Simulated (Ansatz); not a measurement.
## Electronic structure of C3H6FGa (SMILES C=[CH][Ga]([CH3])[F]) in real space

Input file:

```
crystal:
  periodic: [false, false, false]
  atoms:
    - {symbol: C, position_ang: [-1.013372, 1.897837, 1.117304]}
    - {symbol: C, position_ang: [-0.859729, 0.582314, 0.973311]}
    - {symbol: Ga, position_ang: [0.338766, -0.105004, -0.388116]}
    - {symbol: C, position_ang: [0.912726, -1.863526, -1.002080]}
    - {symbol: F, position_ang: [1.081963, 1.236689, -1.280699]}
    - {symbol: H, position_ang: [-0.480366, 2.604327, 0.487121]}
    - {symbol: H, position_ang: [-1.674198, 2.325608, 1.868466]}
    - {symbol: H, position_ang: [-1.416563, -0.081250, 1.631732]}
    - {symbol: H, position_ang: [0.670504, -1.976889, -2.061025]}
    - {symbol: H, position_ang: [0.442993, -2.673087, -0.442865]}
    - {symbol: H, position_ang: [1.997286, -1.947009, -0.903149]}
basis:
  gaussian: {orbitals: def2-TZVPP}
hamiltonian: {xc: pbe0, dispersion: d4}
output: {orbitals: {seedname: orbitals}}
```

Command:

```sh
ansatz run in.yaml --threads 4 --pin off --events-out ev --progress --plain --max-ram 10444MiB
```

Geometry: PBE0-D4/def2-TZVP.

Theory: RKS PBE0-D4/def2-TZVPP (Ansatz 0.2.0).

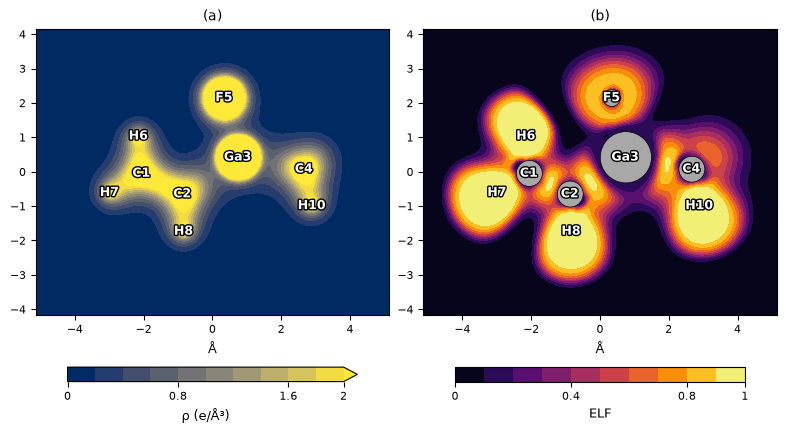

Figure 1. (a) total electron density; (b) electron localisation function on the plane of atoms C2, C1 and H6. Grey discs cover the atomic cores in the ELF map.

**Describe what can be read from this map.**

The section cuts through C, Ga, F and H sites. C–C (1.33 Å): ρ is about 2.4 e/Å³ halfway; the ELF peaks at about 0.90 between the atoms; a multiple bond. Ga–F (1.77 Å): ρ at the midpoint is about 0.84 e/Å³; the ELF peaks at about 0.80 in the valence shell of F, 0.5 Å from its nucleus, and is about 0.15 at the midpoint. C–Ga (1.94 Å): ρ at the midpoint is about 0.83 e/Å³; the ELF peaks at about 0.95 in the valence shell of C, 0.7 Å from its nucleus, and is about 0.55 at the midpoint. C–H (1.09 Å): ρ at the midpoint is about 2.1 e/Å³; the ELF climbs to about 1 towards the hydrogen, as it does in any bond to H: a covalent bond by its length. The ELF also peaks beside F5, away from the bonds: lone-pair regions.

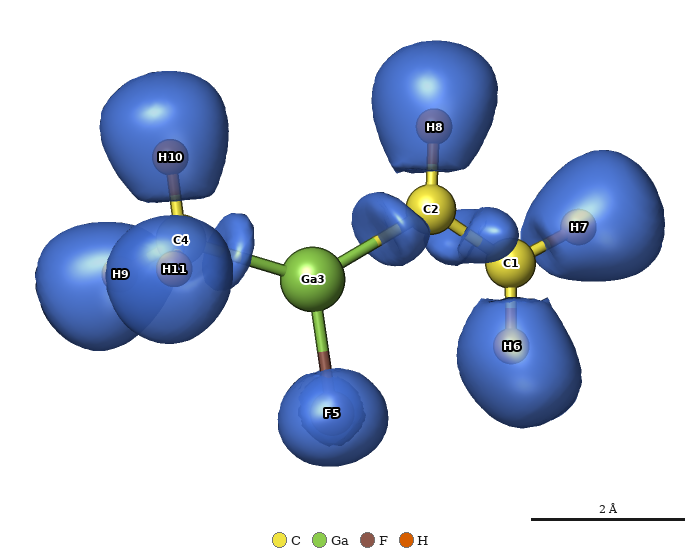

Figure 2. Isosurface of the ELF at 0.8 (blue), seen at a tilt. Core shells and regions of very low density are left out.

**Identify the bonds, lone pairs and shells in this picture.**

The surface consists of one region between bonded C–C atoms (shared pairs), six regions around hydrogen nuclei, two lobes of the valence shell of C pointing towards Ga (polar bonds) and one region wrapped around F (its valence shell).

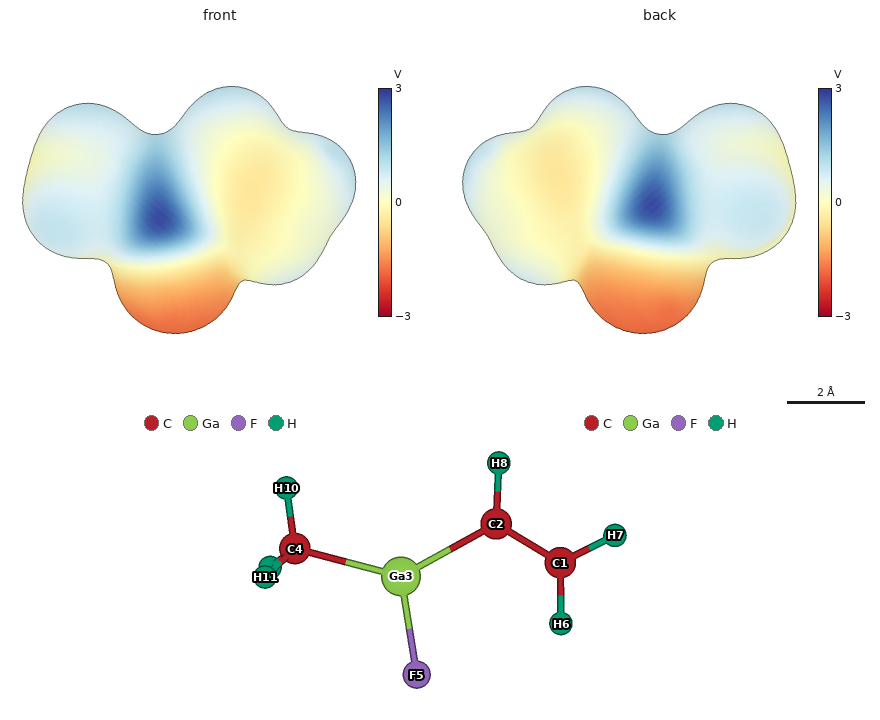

Figure 3. The molecular electrostatic potential painted on the density surface at 0.002 e/bohr³, seen from the front and from behind; red is negative and blue positive. The bare structure is drawn below in the same view.

**Describe the electrostatic potential map.**

The most negative region (about −1.8 V) lies over F5, the most positive (about +2.7 V) over Ga3.
